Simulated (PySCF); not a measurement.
# One shape, several levels: AlSiH3BrClO (SMILES [SiH3][O][Al]([Cl])[Br])

Wanted: a comparison of 4 runs (HF/3-21G, B3LYP/6-31G*, PBE0/def2-SVP, B3LYP/cc-pVTZ) of AlSiH3BrClO. 

The results are computed with PySCF 2.14.0.

### Step 1. The system as given

AlSiH3BrClO: 8 atoms, total charge 0, spin state singlet. SMILES: `[SiH3][O][Al]([Cl])[Br]`. The shape is that of a PBE0-D4/def2-TZVP optimisation. This is one conformer, not always the lowest.

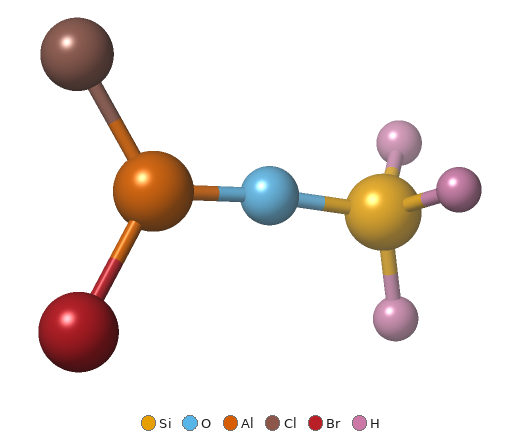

The structure, seen from a chosen angle (silicon amber, oxygen blue, aluminium orange, chlorine brown, bromine red, hydrogen pink).

### Step 2. Energy and gradient at HF/3-21G (run 1)

Contents of input.py:

```python
import pyscf.grad
from pyscf import gto

mol = gto.M(
    atom='''
Si    -1.239200    -0.098500     0.848900
O      0.138400    -0.095400    -0.022600
Al     1.486500     0.046500    -0.979800
Cl     2.948000    -1.423800    -0.940100
Br     1.738500     1.815200    -2.314200
H     -1.746300    -1.488900     0.971800
H     -2.266100     0.739000     0.177400
H     -0.967600     0.448900     2.202700
''',
    charge=0,
    max_memory=1860,
    verbose=4,
    basis='3-21g',
    spin=0,
)

mf = mol.RHF()
mf.conv_tol = 1e-10
mf.kernel()
if not mf.converged:
    mf = mf.newton().run(mf.mo_coeff, mf.mo_occ)

e_final = mf.e_tot
print('E(%s) = %.9f' % ('HF', e_final))
grad = mf.Gradients().kernel()
dip = mf.dip_moment()
pop, q = mf.mulliken_pop()
```

The run is started by

```
OMP_NUM_THREADS=1 python input.py
```

Output:

```text
PySCF version 2.14.0

[... 62 lines left out ...]
converged SCF energy = -3621.77066201087
[... 12 lines left out ...]
Dipole moment(X, Y, Z, Debye): -2.07209,  0.40649,  1.03909
[... 85 lines left out ...]
charge of    7H =     -0.23694
```

Run time: 11 s. Hardware: 1 thread of Intel Xeon at 2.50GHz (Skylake/Cascade Lake), shared host; peak memory 0.15 GiB.

### Step 3. Energy and forces at B3LYP/6-31G(d) (Cartesian functions) (run 2)

Contents of job.py:

```python
import pyscf.grad
from pyscf import gto, dft

mol = gto.M(
    atom='''
Si  -1.239200  -0.098500   0.848900
O    0.138400  -0.095400  -0.022600
Al   1.486500   0.046500  -0.979800
Cl   2.948000  -1.423800  -0.940100
Br   1.738500   1.815200  -2.314200
H   -1.746300  -1.488900   0.971800
H   -2.266100   0.739000   0.177400
H   -0.967600   0.448900   2.202700
''',
    cart=True,
    spin=0,
    verbose=4,
    basis='6-31g*',
    max_memory=1860,
)

mf = dft.RKS(mol)
mf.xc = 'b3lyp'
mf.grids.level = 5
mf.conv_tol = 1e-10
mf.kernel()
if not mf.converged:
    mf = mf.newton().run(mf.mo_coeff, mf.mo_occ)

energy = mf.e_tot
print('E = %.10f Eh' % energy)
grad = mf.Gradients().kernel()
dip = mf.dip_moment()
pop, q = mf.mulliken_pop()
```

The run is started by

```
OMP_NUM_THREADS=1 python job.py
```

Output:

```text
PySCF version 2.14.0

[... 79 lines left out ...]
converged SCF energy = -3643.26475336239
[... 13 lines left out ...]
Dipole moment(X, Y, Z, Debye): -1.11463,  0.09640,  0.64617
[... 122 lines left out ...]
charge of    7H =     -0.08984
```

Wall time 2.5 min (1 thread of Intel Xeon at 2.50GHz (Skylake/Cascade Lake), shared host); peak memory 1.1 GiB.

### Step 4. Energy and forces at PBE0/def2-SVP (run 3)

Contents of input.py:

```python
import pyscf.grad
from pyscf import gto, dft

mol = gto.M(
    atom='''
Si    -1.239200    -0.098500     0.848900
O      0.138400    -0.095400    -0.022600
Al     1.486500     0.046500    -0.979800
Cl     2.948000    -1.423800    -0.940100
Br     1.738500     1.815200    -2.314200
H     -1.746300    -1.488900     0.971800
H     -2.266100     0.739000     0.177400
H     -0.967600     0.448900     2.202700
''',
    verbose=4,
    basis='def2-svp',
    charge=0,
    max_memory=1860,
    spin=0,
)

ks = dft.RKS(mol)
ks.xc = 'pbe0'
ks.grids.level = 5
ks.conv_tol = 1e-10
ks.kernel()
if not ks.converged:
    ks = ks.newton().run(ks.mo_coeff, ks.mo_occ)

energy = ks.e_tot
print('Final energy', energy)
grad = ks.Gradients().kernel()
dip = ks.dip_moment()
pop, q = ks.mulliken_pop()
```

The run is started by

```
OMP_NUM_THREADS=1 python input.py
```

Output:

```text
PySCF version 2.14.0

[... 75 lines left out ...]
converged SCF energy = -3642.08566081842
Final energy -3642.0856608184176
[... 12 lines left out ...]
Dipole moment(X, Y, Z, Debye): -0.85790,  0.04866,  0.50012
[... 124 lines left out ...]
charge of    7H =     -0.10407
```

Wall time 93 s (1 thread of Intel Xeon at 2.50GHz (Skylake/Cascade Lake), shared host); peak memory 1.2 GiB.

### Step 5. Energy and gradient at B3LYP/cc-pVTZ (run 4)

Contents of run.py:

```python
from pyscf import gto, dft

system = gto.Mole()
system.atom = '''
Si    -1.239200    -0.098500     0.848900
O      0.138400    -0.095400    -0.022600
Al     1.486500     0.046500    -0.979800
Cl     2.948000    -1.423800    -0.940100
Br     1.738500     1.815200    -2.314200
H     -1.746300    -1.488900     0.971800
H     -2.266100     0.739000     0.177400
H     -0.967600     0.448900     2.202700
'''
system.verbose = 4
system.max_memory = 1860
system.basis = 'cc-pvtz'
system.build()

myscf = dft.RKS(system, xc='b3lyp')
myscf.conv_tol = 1e-10
myscf.grids.level = 5
myscf.kernel()
if not myscf.converged:
    myscf = myscf.newton().run(myscf.mo_coeff, myscf.mo_occ)

energy = myscf.e_tot
print('Final energy', energy)
grad = myscf.nuc_grad_method().kernel()
myscf.analyze()
```

The run is started by

```
OMP_NUM_THREADS=1 python run.py
```

Output:

```text
PySCF version 2.14.0

[... 127 lines left out ...]
MO #27  energy= -2.6443607866009   occ= 2
[... 37 lines left out ...]
MO #65  energy= 0.248421496077885  occ= 0
[... 37 lines left out ...]
MO #103 energy= 0.874655811797353  occ= 0
[... 37 lines left out ...]
MO #141 energy= 1.80395274725086   occ= 0
[... 37 lines left out ...]
MO #179 energy= 3.37790329358917   occ= 0
[... 37 lines left out ...]
MO #217 energy= 9.20555094088597   occ= 0
[... 228 lines left out ...]
Dipole moment(X, Y, Z, Debye): -0.76136,  0.05677,  0.44319
```

Run time: 15 min. Hardware: 1 thread of Intel Xeon at 2.50GHz (Skylake/Cascade Lake), shared host; peak memory 1.8 GiB.

### Step 6. The series

```
run                               level  Cartesian functions  integration grid   energy (Eh)  dipole moment (D)  HOMO energy (eV)  LUMO energy (eV)  wall time
  1                            HF/3-21G                   no                 –  -3621.770662               2.35            -11.70              1.99       11 s
  2  B3LYP/6-31G* (Cartesian functions)                  yes                 5  -3643.264753               1.29             -8.39             -1.41    2.5 min
  3                       PBE0/def2-SVP                   no                 5  -3642.085661               0.99             -8.64             -0.96       93 s
  4                       B3LYP/cc-pVTZ                   no                 5  -3643.747729               0.88             -8.48             -1.44     15 min
```

### Step 7. Results

| quantity | value |
| --- | --- |
| run 4: total energy | -3643.74773 Eh |
| run 4: dipole moment | 0.88 D |
| run 4: HOMO energy | -8.48 eV |
| run 4: LUMO energy | -1.44 eV |
| run 4: HOMO–LUMO gap | 7.04 eV |
| run 4: largest force on an atom | 0.472 eV/Å |

**Reading.** The dipole moment (its size) runs from 0.88 D (B3LYP/cc-pVTZ) to 2.35 D (HF/3-21G). The two ends differ in method and basis. The HOMO–LUMO gap runs from 6.98 eV (B3LYP/6-31G*) to 13.69 eV (HF/3-21G). Totals of different functionals can't be ranked against each other. All runs together took 19 min, the longest 15 min.
